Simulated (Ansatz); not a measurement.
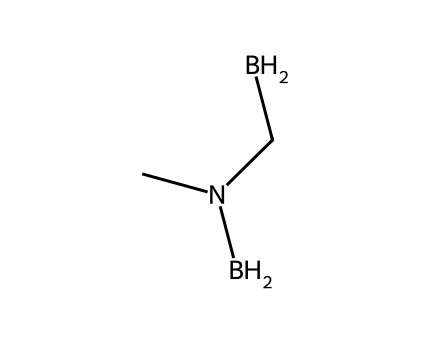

Skeletal drawing of a molecule.

> Transcribe the drawing into SMILES.

BCN(B)C

> Give the formula, hydrogens included.

C2H9B2N.

> An optimisation with PBE0-D4/def2-TZVP gave a structure of which point group?

C1. Other conformers may differ.

More results for the same structure follow; atom numbers are the same in all pictures, views and colours differ. The geometry was computed by an optimisation with PBE0-D4/def2-TZVP. No frequency run is at hand to confirm it as a minimum.

**Geometry**

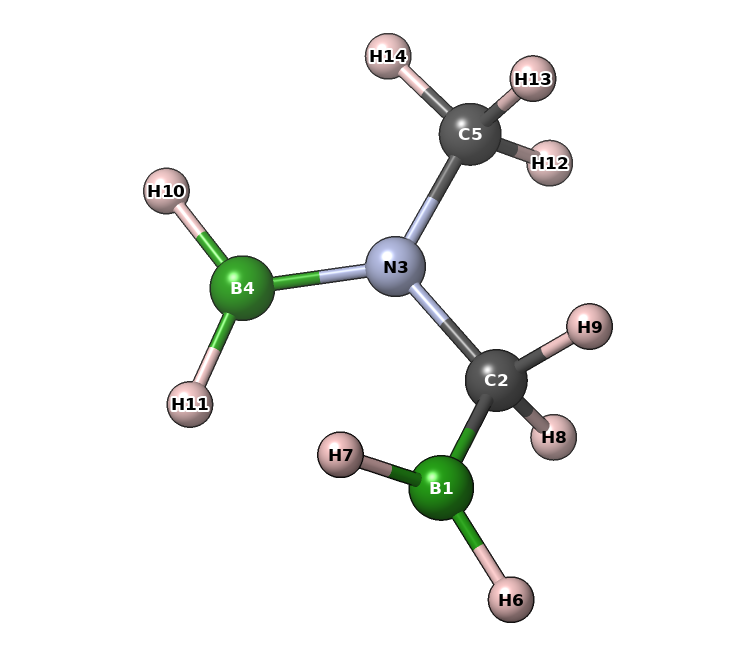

The atoms are numbered. No frequency run is at hand to confirm it as a minimum.

Give these bond angles: B1–C2–H8, B1–C2–H9, C2–B1–H6, C2–N3–B4, C2–N3–C5, N3–C2–H8, N3–C2–H9, N3–B4–H10, N3–B4–H11, N3–C5–H12, N3–C5–H14, B4–N3–C5.

| angle | degrees |
| --- | --- |
| B1–C2–H8 | 113.7 |
| B1–C2–H9 | 98.5 |
| C2–B1–H6 | 118.4 |
| C2–N3–B4 | 122.7 |
| C2–N3–C5 | 114.0 |
| N3–C2–H8 | 110.8 |
| N3–C2–H9 | 109.5 |
| N3–B4–H10 | 119.1 |
| N3–B4–H11 | 119.1 |
| N3–C5–H12 | 110.9 |
| N3–C5–H14 | 109.9 |
| B4–N3–C5 | 123.0 |

**Dipole moment**

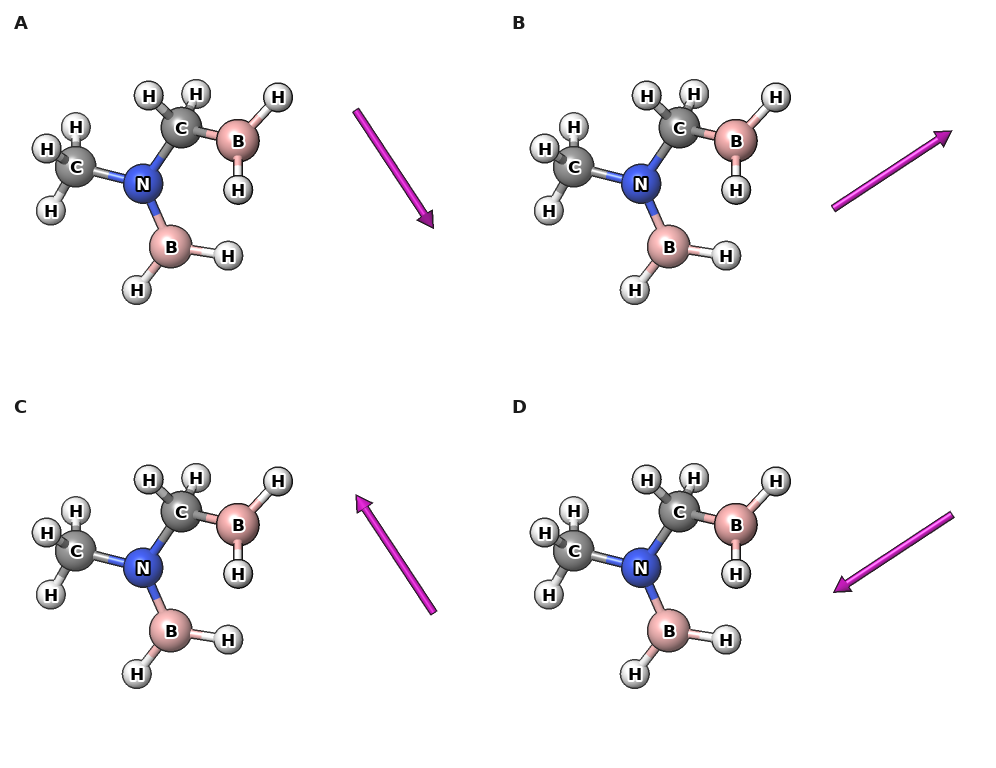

The same molecule four times, each with an arrow. No frequency run is at hand to confirm it as a minimum. Method: RKS PBE0-D4/def2-TZVP (Ansatz 0.2.0).

> Which arrow points along the dipole moment, from the negative to the positive end?

C. The dipole moment is 2.19 D.

**Charges**

The questions are on Mulliken charges. No frequency run is at hand to confirm it as a minimum. Method: RKS PBE0-D4/def2-TZVP (Ansatz 0.2.0).

List the Mulliken charges.

```
atom  value (e)
  B1      −0.05
  C2      −0.22
  N3       0.01
  B4      −0.14
  C5      −0.30
  H6       0.02
  H7       0.03
  H8       0.14
  H9       0.13
 H10      −0.01
 H11      −0.02
 H12       0.13
 H13       0.13
 H14       0.14
```

**Levels of theory compared**

No frequency run is at hand to confirm it as a minimum. Program: Ansatz 0.2.0.

Compare HOMO energy (eV) at these levels: B3LYP-D4/def2-TZVPP; PBE-D4/def2-TZVPP; PBE0-D4/def2-TZVPP; r2SCAN-D4/def2-TZVPP; ωB97M-V/def2-TZVPP; ωB97X-V/def2-TZVPP.

```
               level  HOMO energy (eV)
 B3LYP-D4/def2-TZVPP             −7.29
   PBE-D4/def2-TZVPP             −6.31
  PBE0-D4/def2-TZVPP             −7.51
r2SCAN-D4/def2-TZVPP             −6.48
  ωB97M-V/def2-TZVPP             −9.81
  ωB97X-V/def2-TZVPP             −9.87
```

Mulliken values depend strongly on the basis set and can even reverse the polarity of a bond.
